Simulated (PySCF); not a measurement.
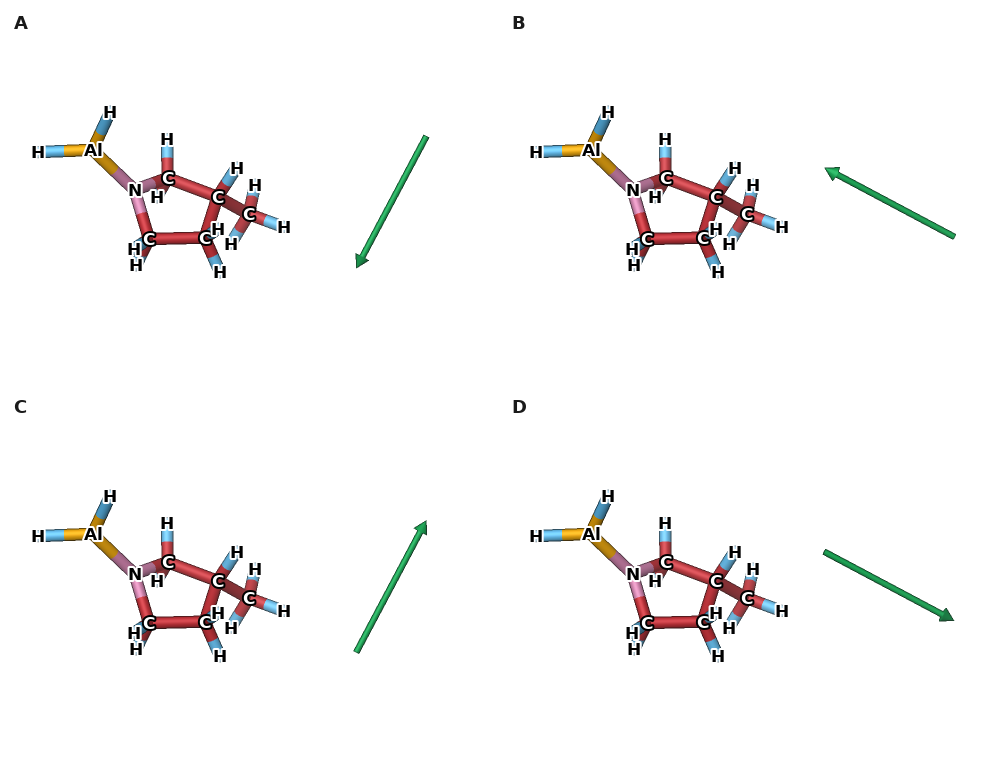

The same molecule four times, each with an arrow. The computed structure is the end point of a GFN2-xTB optimisation. No frequency run is at hand to confirm it as a minimum. Level of theory: PBE0/pcSseg-1, gas phase (PySCF 2.14.0).

### Which arrow points along the dipole moment, from the negative to the positive end?

D. The dipole moment is 0.94 D.

The geometry is semi-empirical. Around Al such bond lengths and angles can be off by a tenth of an ångström or more and by several degrees, and values that hang on the shape move with them.
